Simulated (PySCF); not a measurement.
## Electronic structure of C3H10NSi (SMILES C[CH]N[SiH2]C) (doublet) in real space

```xyz
15

C    -2.3669   -0.3533   -0.0782
C    -1.5596    0.7885   -0.5587
N    -0.1857    0.7441   -0.4932
Si    0.8455   -0.6010   -0.1504
C     2.5976    0.1136   -0.2283
H    -2.3413   -0.4476    1.0150
H    -1.9842   -1.2898   -0.4851
H    -3.4046   -0.2316   -0.3800
H    -2.0136    1.7545   -0.6926
H     0.2481    1.6016   -0.8002
H     0.7182   -1.6926   -1.1346
H     0.5416   -1.1348    1.1852
H     3.3183   -0.6434    0.0604
H     2.8581    0.4421   -1.2300
H     2.7242    0.9577    0.4431
```

Geometry: GFN2-xTB.

Theory: UKS B3LYP, pcH-1 on C H N Si, non-relativistic, mean-field spin-orbit, GIAO in PySCF.

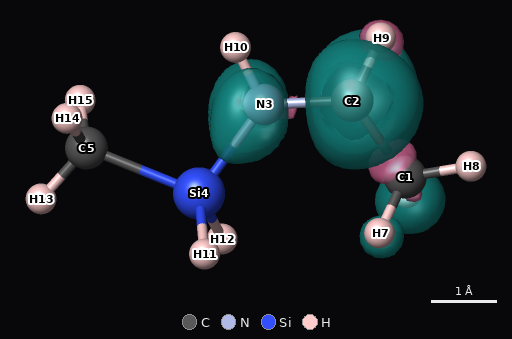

Figure 1. Isosurfaces of the spin density at +0.02 (teal) and −0.02 e/Å³ (pink), seen across its widest extent.

### Describe the spin distribution.

The unpaired spin (1 electron) lies mostly on C2 (about 0.6) and N3 (about 0.2), in electrons by Hirshfeld's partition.

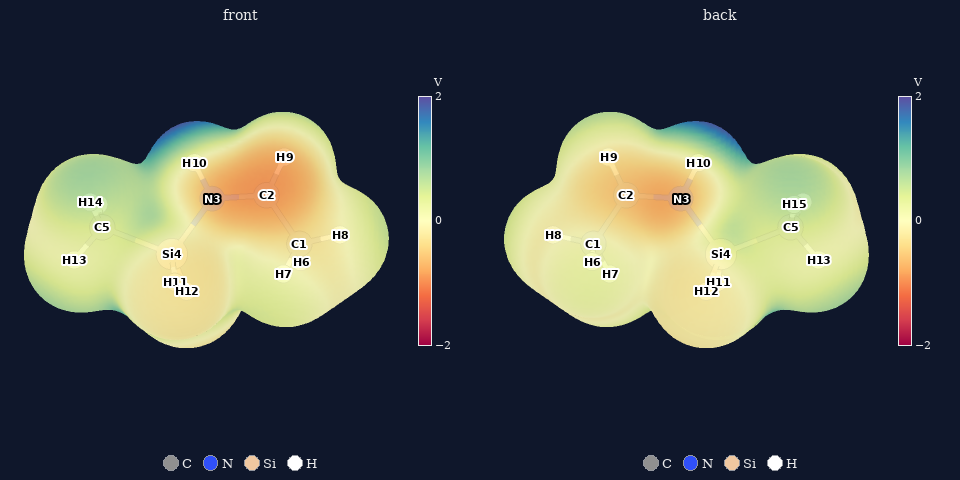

Figure 2. The electrostatic potential painted on the density surface at 0.002 e/bohr³, seen from the front and from behind; the colour scale runs from red (negative) to blue (positive).

### Describe the electrostatic potential map.

The most negative region (about −0.9 V) lies over the π face of C2, the most positive (about +1.8 V) over H10.
